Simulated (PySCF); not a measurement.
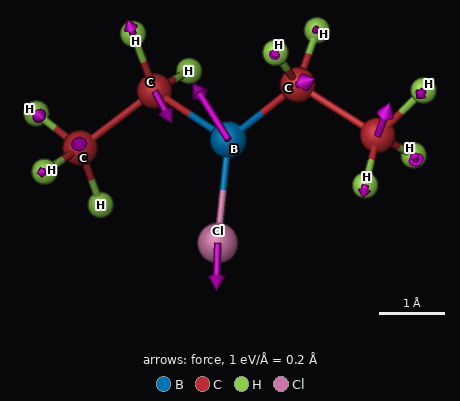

Starting geometry of C$_{4}$H$_{10}$BCl with the computed forces as purple arrows. The picture is a ball-and-stick view, seen at a tilt.

The start comes from GFN2-xTB. Its atoms were then displaced at random by about 0.03 Å.

These are results of PBE0-D3(BJ)/def2-SVP geometry optimisation, gas phase (PySCF 2.14.0, density-fitted response routines), not measurements. 

Q: What follows when this structure is relaxed?

A: It isn't relaxed: the largest force vector, on the B atom, is 5.90 eV/Å. The final displacements follow the starting forces only in part (cosine between the two patterns 0.31). The atom that moves furthest after the best rigid fit is an H atom (0.25 Å). By element the largest moves are H 0.25 Å, Cl 0.19 Å, B 0.13 Å, C 0.10 Å. Near-neighbour distances that change, for instance: B–C 1.710 → 1.567 Å, B–Cl 1.634 → 1.773 Å, B–C 1.515 → 1.568 Å, C–H 1.148 → 1.101 Å. Bond angles that change, for instance: B–C–H 112.1° → 103.0°, H–C–H 113.9° → 106.8°, C–B–Cl 125.8° → 118.8°. The energy falls by 76.7 kJ/mol in 11 geometry steps.
